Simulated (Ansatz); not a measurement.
Cost and result by functional for the surface energy of the (31-42) surface of hcp Os in its 1x1 cell, outermost plane spacing 0.21 Å in the ideal cut, in Ansatz (plane waves, PAW). Single points on the PBE structure, on one kind of machine; costs are rough ratios of the slab run's core time (references not counted) to the cheapest single point. r2SCAN's cost holds its higher cutoff (500 against 420 eV). Differences are taken against r2SCAN for comparison alone: no measured value is at hand, so the table doesn't rank accuracy.

Set-up: 34 atoms, 10.3 Å thick at the start (thin: gaps and levels are the slab's own); mesh 6x6x1; 0.1 eV smearing; dipole correction on; all atoms relaxed; start symmetry kept, larger cells not searched; no spin, no spin-orbit, no U. These notes are the PBE run's.

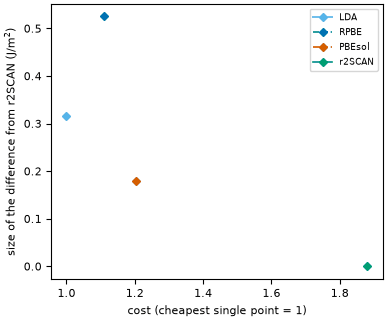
Figure. Difference from r2SCAN against cost

```
functional                     relative cost  surface energy (J/m²)  less r2SCAN (J/m²)
-----------------------------  -------------  ---------------------  ------------------
LDA                                        1                   4.48                0.32
RPBE                                       1                   3.64               -0.53
PBEsol                                     1                   4.34                0.18
r2SCAN                                     2                   4.16                0.00
PBE (the relaxed run's value)              –                   3.88               -0.29
```

The values span 0.84 J/m², while the single points' costs differ by a factor of roughly 2. Differences are of unrounded values.

Ansatz is a first-principles code.
